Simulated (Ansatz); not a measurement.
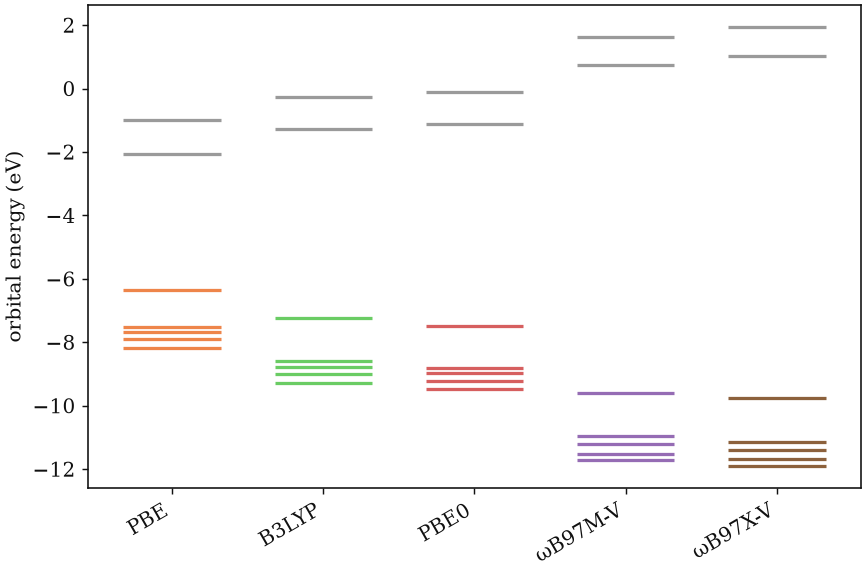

Frontier orbital energies of CH₉BSSi₂, SMILES BC[SiH2]S[SiH3] at one geometry, def2-TZVPP, the Ansatz code, at a PBE0-D4/def2-TZVP geometry (no frequency check). Empty levels are grey, levels within 0.1 eV stand side by side; all columns show the same few orbitals around the gap.

**How do the frontier levels move from column to column?**

The separation grows from 4.27 eV (PBE) to 10.77 eV (ωB97X-V).

```
  level  HOMO (eV)  LUMO (eV)  separation (eV)
    PBE      −6.34      −2.06             4.27
  B3LYP      −7.23      −1.29             5.95
   PBE0      −7.47      −1.11             6.37
ωB97M-V      −9.59       0.74            10.34
ωB97X-V      −9.74       1.03            10.77
```

Limits of at least one run: empty levels above zero depend strongly on the basis; one conformer of a flexible molecule.
